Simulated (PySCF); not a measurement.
Vertical excitations of a molecule C3H2F4 from TDDFT-M06-2X/def2-SVPD in PySCF, as energy in eV (oscillator strength): 7.68 (0.364), 8.13 (0.018), 8.46 (0.024), 8.63 (0.002), 9.09 (0.000), 9.46 (0.003), 9.72 (0.009), 10.32 (0.006), 10.56 (0.001), 10.70 (0.046). Lowest triplet (TDA): 4.74 eV. The structure is a stationary point at B3LYP-D3(BJ)/def2-SVP. Other conformers were not sampled.

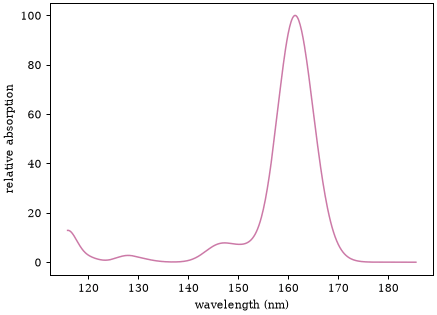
Fig. 1. The lines broadened by 0.4 eV.

Q: Which structure fits?
(A) F[C@H]1[C@H](F)C1(F)F
(B) F/C=C(/F)C(F)F
(C) FC1(F)CC1(F)F
(D) F/C=C/C(F)(F)F

A: D, F/C=C/C(F)(F)F
